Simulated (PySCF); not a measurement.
## SiF2: geometry relaxation (part 3 of 3)

The same run, continued: SiF2, SMILES F[Si]F; TPSSh/STO-3G, RKS (PySCF 2.14.0). The run did not end well. The geometry comes from this level: PBE0-D4/def2-TZVP.

Geometry of the input (Å):
```
F  0.1663  1.2468  0.2294
Si -0.5949  -0.0464  -0.3301
F  0.4286  -1.2004  0.1007
```

## What the program printed, continued
```
--------------- RKS_Scanner gradients ---------------
         x                y                z
0 F    -0.0000589207     0.0000063227     0.0000823899
1 Si     0.0000140417    -0.0000159858     0.0000016344
2 F     0.0000013750     0.0000133447     0.0001062226
----------------------------------------------
cycle 30: E = -482.960408773  dE = 8.81073e-10  norm(grad) = 0.000149058
Step   29 : Displace = 3.946e-06/4.332e-06 (rms/max) Trust = 4.000e-06 (=) Grad = 1.293e-05/1.824e-05 (rms/max) E (change) = -482.9604087734 (+8.811e-10) Quality = -2.823
Not rejecting step - trust below tmin = 4.000e-06
Hessian Eigenvalues: 2.14462e-02 5.00000e-02 5.00000e-02 ... 3.12868e-01 4.23343e-01 5.60295e-01

Geometry optimization cycle 31
Cartesian coordinates (Angstrom)
 Atom        New coordinates             dX        dY        dZ
   F   0.216017   1.210742   0.233901   -0.000004  0.000004  0.000002
  Si  -0.657472  -0.046845  -0.378707    0.000006 -0.000000 -0.000004
   F   0.456048  -1.164652   0.101136   -0.000002 -0.000004  0.000002
converged SCF energy = -482.960408772057
--------------- RKS_Scanner gradients ---------------
         x                y                z
0 F    -0.0000589476     0.0000077894     0.0000825679
1 Si     0.0000154822    -0.0000176091     0.0000021800
2 F    -0.0000000666     0.0000134919     0.0001055039
----------------------------------------------
cycle 31: E = -482.960408772  dE = 1.33093e-09  norm(grad) = 0.000149066
Step   30 : Displace = 3.999e-06/4.446e-06 (rms/max) Trust = 4.000e-06 (=) Grad = 1.252e-05/1.768e-05 (rms/max) E (change) = -482.9604087721 (+1.331e-09) Quality = -3.372
Not rejecting step - trust below tmin = 4.000e-06
Hessian Eigenvalues: 1.99494e-02 5.00000e-02 5.00000e-02 ... 4.09452e-01 4.78232e-01 6.35388e-01

Geometry optimization cycle 32
Cartesian coordinates (Angstrom)
 Atom        New coordinates             dX        dY        dZ
   F   0.216010   1.210746   0.233905   -0.000007  0.000004  0.000004
  Si  -0.657462  -0.046845  -0.378716    0.000010  0.000000 -0.000010
   F   0.456046  -1.164656   0.101141   -0.000003 -0.000004  0.000006
converged SCF energy = -482.96040876899
--------------- RKS_Scanner gradients ---------------
         x                y                z
0 F    -0.0000599462     0.0000078750     0.0000819577
1 Si     0.0000170755    -0.0000171835     0.0000032605
2 F    -0.0000007089     0.0000129676     0.0001050509
----------------------------------------------
cycle 32: E = -482.960408769  dE = 3.06659e-09  norm(grad) = 0.000148911
Step   31 : Displace = 4.364e-06/4.578e-06 (rms/max) Trust = 4.000e-06 (=) Grad = 1.225e-05/1.732e-05 (rms/max) E (change) = -482.9604087690 (+3.067e-09) Quality = -4.530
Not rejecting step - trust below tmin = 4.000e-06
Hessian Eigenvalues: 1.04005e-02 5.00000e-02 5.00000e-02 ... 4.25147e-01 5.66040e-01 7.47339e-01

Geometry optimization cycle 33
Cartesian coordinates (Angstrom)
 Atom        New coordinates             dX        dY        dZ
   F   0.216001   1.210750   0.233912   -0.000009  0.000004  0.000007
  Si  -0.657450  -0.046845  -0.378732    0.000013 -0.000000 -0.000015
   F   0.456042  -1.164660   0.101150   -0.000003 -0.000004  0.000009
converged SCF energy = -482.96040876387
--------------- RKS_Scanner gradients ---------------
         x                y                z
0 F    -0.0000590114     0.0000103975     0.0000827214
1 Si     0.0000190674    -0.0000213519     0.0000039460
2 F    -0.0000037029     0.0000146001     0.0001036343
----------------------------------------------
cycle 33: E = -482.960408764  dE = 5.12046e-09  norm(grad) = 0.000149115
Step   32 : Displace = 4.027e-06/4.300e-06 (rms/max) Trust = 4.000e-06 (=) Grad = 1.252e-05/1.748e-05 (rms/max) E (change) = -482.9604087639 (+5.120e-09) Quality = -5.277
Not rejecting step - trust below tmin = 4.000e-06
Hessian Eigenvalues: 3.75138e-03 5.00000e-02 5.00000e-02 ... 4.30550e-01 6.58464e-01 1.55422e+00

Geometry optimization cycle 34
Cartesian coordinates (Angstrom)
 Atom        New coordinates             dX        dY        dZ
   F   0.215990   1.210752   0.233919   -0.000011  0.000003  0.000008
  Si  -0.657436  -0.046844  -0.378751    0.000014  0.000001 -0.000019
   F   0.456039  -1.164663   0.101162   -0.000003 -0.000004  0.000011
converged SCF energy = -482.960408758279
--------------- RKS_Scanner gradients ---------------
         x                y                z
0 F    -0.0000618179     0.0000079584     0.0000810676
1 Si     0.0000200884    -0.0000163278     0.0000048101
2 F    -0.0000019952     0.0000119995     0.0001044660
----------------------------------------------
cycle 34: E = -482.960408758  dE = 5.59066e-09  norm(grad) = 0.000149034
Step   33 : Displace = 3.736e-06/4.133e-06 (rms/max) Trust = 4.000e-06 (=) Grad = 1.220e-05/1.725e-05 (rms/max) E (change) = -482.9604087583 (+5.591e-09) Quality = -4.847
Not rejecting step - trust below tmin = 4.000e-06
Hessian Eigenvalues: 3.89298e-03 5.00000e-02 5.00000e-02 ... 4.31607e-01 1.04331e+00 1.56631e+00

Geometry optimization cycle 35
Cartesian coordinates (Angstrom)
 Atom        New coordinates             dX        dY        dZ
   F   0.215969   1.210755   0.233936   -0.000021  0.000003  0.000017
  Si  -0.657409  -0.046843  -0.378792    0.000027  0.000000 -0.000041
   F   0.456033  -1.164667   0.101186   -0.000006 -0.000003  0.000024
converged SCF energy = -482.960408745461
--------------- RKS_Scanner gradients ---------------
         x                y                z
0 F    -0.0000619795     0.0000086631     0.0000807371
1 Si     0.0000216102    -0.0000176349     0.0000061974
2 F    -0.0000035121     0.0000125799     0.0001035053
----------------------------------------------
cycle 35: E = -482.960408745  dE = 1.28176e-08  norm(grad) = 0.000148779
Step   34 : Displace = 3.995e-06/4.202e-06 (rms/max) Trust = 4.000e-06 (=) Grad = 1.233e-05/1.741e-05 (rms/max) E (change) = -482.9604087455 (+1.282e-08) Quality = -5.488
Not rejecting step - trust below tmin = 4.000e-06
Hessian Eigenvalues: 6.20690e-04 5.00000e-02 5.00000e-02 ... 4.44799e-01 1.19499e+00 1.72393e+00

Geometry optimization cycle 36
Cartesian coordinates (Angstrom)
 Atom        New coordinates             dX        dY        dZ
   F   0.215934   1.210758   0.233967   -0.000035  0.000003  0.000031
  Si  -0.657363  -0.046843  -0.378867    0.000045  0.000001 -0.000075
   F   0.456023  -1.164670   0.101230   -0.000010 -0.000003  0.000044
converged SCF energy = -482.960408722626
--------------- RKS_Scanner gradients ---------------
         x                y                z
0 F    -0.0000643302     0.0000070869     0.0000796909
1 Si     0.0000229641    -0.0000141324     0.0000066359
2 F    -0.0000027901     0.0000106211     0.0001042934
----------------------------------------------
cycle 36: E = -482.960408723  dE = 2.28351e-08  norm(grad) = 0.000149359
Step   35 : Displace = 3.991e-06/4.385e-06 (rms/max) Trust = 4.000e-06 (=) Grad = 1.288e-05/1.817e-05 (rms/max) E (change) = -482.9604087226 (+2.284e-08) Quality = -5.407
Not rejecting step - trust below tmin = 4.000e-06
Hessian Eigenvalues: 2.10961e-04 5.00000e-02 5.00000e-02 ... 4.44638e-01 1.10035e+00 2.19904e+00

Geometry optimization cycle 37
Cartesian coordinates (Angstrom)
 Atom        New coordinates             dX        dY        dZ
   F   0.215853   1.210760   0.234042   -0.000081  0.000002  0.000075
  Si  -0.657260  -0.046842  -0.379047    0.000103  0.000000 -0.000180
   F   0.456000  -1.164672   0.101335   -0.000023 -0.000002  0.000106
converged SCF energy = -482.960408667639
--------------- RKS_Scanner gradients ---------------
         x                y                z
0 F    -0.0000652990     0.0000071414     0.0000793764
1 Si     0.0000244913    -0.0000140803     0.0000073473
2 F    -0.0000039882     0.0000104511     0.0001043304
----------------------------------------------
cycle 37: E = -482.960408668  dE = 5.49873e-08  norm(grad) = 0.000149925
Step   36 : Displace = 3.988e-06/4.316e-06 (rms/max) Trust = 4.000e-06 (=) Grad = 1.329e-05/1.875e-05 (rms/max) E (change) = -482.9604086676 (+5.499e-08) Quality = -5.471
Not rejecting step - trust below tmin = 4.000e-06
Eigenvalues below 1.0000e-05 (-9.4937e-05) - returning guess
Hessian Eigenvalues: 5.00000e-02 5.00000e-02 5.00000e-02 ... 2.50000e-01 4.27747e-01 4.27799e-01

Geometry optimization cycle 38
Cartesian coordinates (Angstrom)
 Atom        New coordinates             dX        dY        dZ
   F   0.215853   1.210756   0.234045   -0.000000 -0.000004  0.000003
  Si  -0.657260  -0.046843  -0.379055    0.000000 -0.000001 -0.000008
   F   0.456000  -1.164668   0.101340    0.000000  0.000004  0.000004
converged SCF energy = -482.960408665299
--------------- RKS_Scanner gradients ---------------
         x                y                z
0 F    -0.0000634358     0.0000079965     0.0000804011
1 Si     0.0000233404    -0.0000168891     0.0000065888
2 F    -0.0000047142     0.0000124123     0.0001040885
----------------------------------------------
cycle 38: E = -482.960408665  dE = 2.33979e-09  norm(grad) = 0.000149788
```

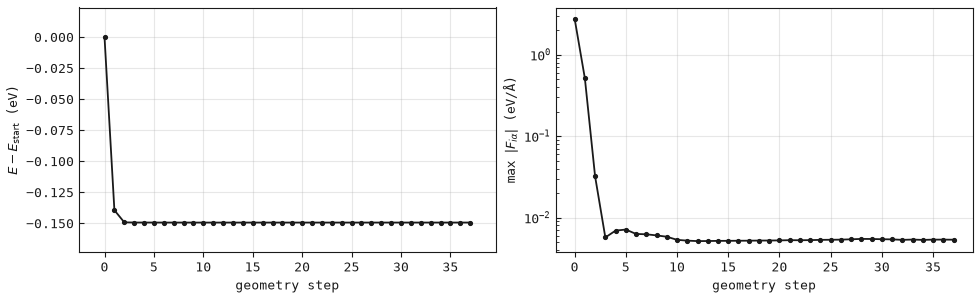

Figure 1. Progress of the relaxation, step by step (steps are counted from 0).

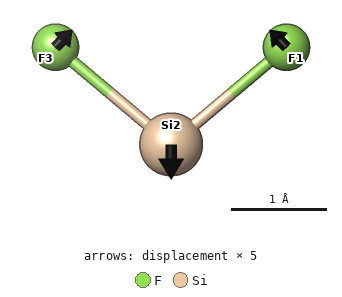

Figure 2. The starting structure with the displacements as black arrows, magnified 5 times (ball-and-stick view, seen at a tilt). The two geometries are laid on each other by the best rigid fit. The run was cut off at its time limit before the relaxation converged, so the last structure is only a point on the way. The energy falls by 0.149 eV in 37 geometry steps. Largest force component: 2.8 eV/Å at the start, 0.0054 eV/Å at the end. Si2 moves most after the best rigid fit: 0.075 Å. Largest moves by element: Si 0.075 Å, F 0.053 Å. Distances before and after: F1–Si2 1.602 → 1.649 Å. Among the angles that change: F1–Si2–F3 100.6° → 92.9°. (Atoms are counted from 1 in the order of the input.)

```
Step   37 : Displace = 4.064e-06/4.494e-06 (rms/max) Trust = 4.000e-06 (=) Grad = 1.269e-05/1.794e-05 (rms/max) E (change) = -482.9604086653 (+2.340e-09) Quality = -5.903
Not rejecting step - trust below tmin = 4.000e-06
Hessian Eigenvalues: 1.87766e-02 5.00000e-02 5.00000e-02 ... 3.13259e-01 4.13985e-01 7.88772e-01

Geometry optimization cycle 39
Cartesian coordinates (Angstrom)
 Atom        New coordinates             dX        dY        dZ
   F   0.215850   1.210752   0.234051   -0.000003 -0.000004  0.000005
  Si  -0.657257  -0.046843  -0.379068    0.000003 -0.000000 -0.000013
   F   0.456000  -1.164664   0.101347    0.000000  0.000004  0.000008
```

## Trajectory as extended XYZ (Å, eV, eV/Å), 29 of the 38 frames kept, from step=0 to step=37
```
3
Properties=species:S:1:pos:R:3:forces:R:3 step=0 energy=-13141.87294
F     0.1663    1.2468    0.2294    1.2951   0.9903   0.8156
Si   -0.5949   -0.0464   -0.3301   -2.7737  -0.2167  -1.5391
F     0.4286   -1.2004    0.1007    1.4842  -0.7700   0.7228
3
Properties=species:S:1:pos:R:3:forces:R:3 step=1 energy=-13142.01228
F     0.2071    1.1925    0.2448    0.1758   0.5139   0.1474
Si   -0.6613   -0.0512   -0.3676   -0.4534  -0.0350  -0.2511
F     0.4577   -1.1391    0.1223    0.2794  -0.4806   0.0937
3
Properties=species:S:1:pos:R:3:forces:R:3 step=3 energy=-13142.02221
F     0.2072    1.2131    0.2422    0.0039  -0.0030  -0.0039
Si   -0.6590   -0.0500   -0.3695   -0.0009   0.0005  -0.0002
F     0.4583   -1.1619    0.1152   -0.0004   0.0018  -0.0057
3
Properties=species:S:1:pos:R:3:forces:R:3 step=4 energy=-13142.02221
F     0.2097    1.2121    0.2402    0.0013   0.0017  -0.0048
Si   -0.6590   -0.0492   -0.3716    0.0030   0.0009   0.0019
F     0.4579   -1.1622    0.1117   -0.0018  -0.0032  -0.0069
3
Properties=species:S:1:pos:R:3:forces:R:3 step=5 energy=-13142.02222
F     0.2136    1.2109    0.2366    0.0003   0.0048  -0.0051
Si   -0.6587   -0.0479   -0.3750    0.0039   0.0010   0.0024
F     0.4570   -1.1631    0.1057   -0.0020  -0.0063  -0.0071
3
Properties=species:S:1:pos:R:3:forces:R:3 step=7 energy=-13142.02223
F     0.2167    1.2104    0.2334    0.0015   0.0038  -0.0046
Si   -0.6583   -0.0468   -0.3778    0.0016   0.0007   0.0011
F     0.4562   -1.1643    0.1005   -0.0010  -0.0048  -0.0062
3
Properties=species:S:1:pos:R:3:forces:R:3 step=8 energy=-13142.02223
F     0.2167    1.2104    0.2334    0.0016   0.0027  -0.0046
Si   -0.6582   -0.0468   -0.3778    0.0012   0.0010   0.0010
F     0.4562   -1.1644    0.1004   -0.0009  -0.0039  -0.0060
3
Properties=species:S:1:pos:R:3:forces:R:3 step=9 energy=-13142.02223
F     0.2166    1.2105    0.2334    0.0021   0.0014  -0.0045
Si   -0.6581   -0.0468   -0.3778    0.0007   0.0009   0.0007
F     0.4562   -1.1645    0.1004   -0.0007  -0.0025  -0.0058
3
Properties=species:S:1:pos:R:3:forces:R:3 step=11 energy=-13142.02223
F     0.2164    1.2108    0.2335    0.0032  -0.0005  -0.0041
Si   -0.6579   -0.0468   -0.3779   -0.0011   0.0008  -0.0003
F     0.4561   -1.1647    0.1005    0.0001  -0.0005  -0.0052
3
Properties=species:S:1:pos:R:3:forces:R:3 step=12 energy=-13142.02223
F     0.2163    1.2108    0.2336    0.0033  -0.0008  -0.0041
Si   -0.6578   -0.0468   -0.3780   -0.0014   0.0009  -0.0004
F     0.4561   -1.1647    0.1007    0.0002  -0.0004  -0.0051
3
Properties=species:S:1:pos:R:3:forces:R:3 step=13 energy=-13142.02223
F     0.2162    1.2108    0.2337    0.0034  -0.0008  -0.0041
Si   -0.6577   -0.0468   -0.3783   -0.0015   0.0009  -0.0005
F     0.4561   -1.1647    0.1009    0.0003  -0.0003  -0.0052
3
Properties=species:S:1:pos:R:3:forces:R:3 step=15 energy=-13142.02223
F     0.2162    1.2108    0.2337    0.0033  -0.0007  -0.0041
Si   -0.6577   -0.0468   -0.3783   -0.0014   0.0009  -0.0005
F     0.4561   -1.1647    0.1009    0.0002  -0.0004  -0.0052
3
Properties=species:S:1:pos:R:3:forces:R:3 step=16 energy=-13142.02223
F     0.2162    1.2108    0.2337    0.0033  -0.0006  -0.0041
Si   -0.6577   -0.0468   -0.3783   -0.0014   0.0009  -0.0004
F     0.4561   -1.1647    0.1009    0.0002  -0.0004  -0.0052
3
Properties=species:S:1:pos:R:3:forces:R:3 step=17 energy=-13142.02223
F     0.2162    1.2108    0.2337    0.0033  -0.0006  -0.0041
Si   -0.6577   -0.0468   -0.3783   -0.0013   0.0009  -0.0004
F     0.4561   -1.1647    0.1009    0.0002  -0.0005  -0.0052
3
Properties=species:S:1:pos:R:3:forces:R:3 step=18 energy=-13142.02223
F     0.2162    1.2108    0.2337    0.0033  -0.0006  -0.0041
Si   -0.6577   -0.0468   -0.3783   -0.0013   0.0009  -0.0004
F     0.4561   -1.1647    0.1009    0.0002  -0.0005  -0.0052
3
Properties=species:S:1:pos:R:3:forces:R:3 step=20 energy=-13142.02223
F     0.2162    1.2108    0.2337    0.0032  -0.0005  -0.0041
Si   -0.6577   -0.0468   -0.3783   -0.0012   0.0009  -0.0004
F     0.4561   -1.1647    0.1009    0.0002  -0.0006  -0.0052
3
Properties=species:S:1:pos:R:3:forces:R:3 step=21 energy=-13142.02223
F     0.2162    1.2108    0.2337    0.0032  -0.0004  -0.0041
Si   -0.6577   -0.0468   -0.3783   -0.0012   0.0008  -0.0003
F     0.4561   -1.1647    0.1009    0.0001  -0.0006  -0.0053
3
Properties=species:S:1:pos:R:3:forces:R:3 step=22 energy=-13142.02223
F     0.2162    1.2108    0.2337    0.0032  -0.0005  -0.0042
Si   -0.6577   -0.0468   -0.3783   -0.0011   0.0009  -0.0003
F     0.4561   -1.1647    0.1009    0.0001  -0.0007  -0.0053
3
Properties=species:S:1:pos:R:3:forces:R:3 step=24 energy=-13142.02223
F     0.2162    1.2107    0.2338    0.0031  -0.0004  -0.0042
Si   -0.6577   -0.0468   -0.3784   -0.0010   0.0009  -0.0002
F     0.4561   -1.1647    0.1009    0.0001  -0.0007  -0.0053
3
Properties=species:S:1:pos:R:3:forces:R:3 step=25 energy=-13142.02223
F     0.2161    1.2107    0.2338    0.0031  -0.0004  -0.0042
Si   -0.6576   -0.0468   -0.3784   -0.0009   0.0009  -0.0002
F     0.4561   -1.1647    0.1010    0.0001  -0.0007  -0.0053
3
Properties=species:S:1:pos:R:3:forces:R:3 step=26 energy=-13142.02223
F     0.2161    1.2107    0.2338    0.0030  -0.0003  -0.0042
Si   -0.6576   -0.0468   -0.3785   -0.0008   0.0009  -0.0002
F     0.4561   -1.1647    0.1010    0.0000  -0.0008  -0.0054
3
Properties=species:S:1:pos:R:3:forces:R:3 step=28 energy=-13142.02222
F     0.2160    1.2107    0.2339    0.0030  -0.0003  -0.0043
Si   -0.6575   -0.0468   -0.3787   -0.0007   0.0009   0.0000
F     0.4561   -1.1646    0.1011   -0.0001  -0.0007  -0.0055
3
Properties=species:S:1:pos:R:3:forces:R:3 step=29 energy=-13142.02222
F     0.2160    1.2107    0.2339    0.0030  -0.0003  -0.0042
Si   -0.6575   -0.0468   -0.3787   -0.0007   0.0008  -0.0001
F     0.4561   -1.1646    0.1011   -0.0001  -0.0007  -0.0055
3
Properties=species:S:1:pos:R:3:forces:R:3 step=30 energy=-13142.02222
F     0.2160    1.2107    0.2339    0.0030  -0.0004  -0.0042
Si   -0.6575   -0.0468   -0.3787   -0.0008   0.0009  -0.0001
F     0.4560   -1.1647    0.1011    0.0000  -0.0007  -0.0054
3
Properties=species:S:1:pos:R:3:forces:R:3 step=32 energy=-13142.02222
F     0.2160    1.2107    0.2339    0.0030  -0.0005  -0.0043
Si   -0.6574   -0.0468   -0.3787   -0.0010   0.0011  -0.0002
F     0.4560   -1.1647    0.1012    0.0002  -0.0008  -0.0053
3
Properties=species:S:1:pos:R:3:forces:R:3 step=33 energy=-13142.02222
F     0.2160    1.2108    0.2339    0.0032  -0.0004  -0.0042
Si   -0.6574   -0.0468   -0.3788   -0.0010   0.0008  -0.0002
F     0.4560   -1.1647    0.1012    0.0001  -0.0006  -0.0054
3
Properties=species:S:1:pos:R:3:forces:R:3 step=34 energy=-13142.02222
F     0.2160    1.2108    0.2339    0.0032  -0.0004  -0.0042
Si   -0.6574   -0.0468   -0.3788   -0.0011   0.0009  -0.0003
F     0.4560   -1.1647    0.1012    0.0002  -0.0006  -0.0053
3
Properties=species:S:1:pos:R:3:forces:R:3 step=36 energy=-13142.02222
F     0.2159    1.2108    0.2340    0.0034  -0.0004  -0.0041
Si   -0.6573   -0.0468   -0.3790   -0.0013   0.0007  -0.0004
F     0.4560   -1.1647    0.1013    0.0002  -0.0005  -0.0054
3
Properties=species:S:1:pos:R:3:forces:R:3 step=37 energy=-13142.02222
F     0.2159    1.2108    0.2340    0.0033  -0.0004  -0.0041
Si   -0.6573   -0.0468   -0.3791   -0.0012   0.0009  -0.0003
F     0.4560   -1.1647    0.1013    0.0002  -0.0006  -0.0054
```

## What the run reported

```json
{"quantity": "outcome", "value": "stopped at the time limit"}
{"quantity": "basis functions", "value": "19"}
{"quantity": "wall time", "value": "2.9 min"}
{"quantity": "peak memory", "value": "0.29 GiB"}
```

## Diagnosis

The run was cut off by its time limit, so the output is incomplete.
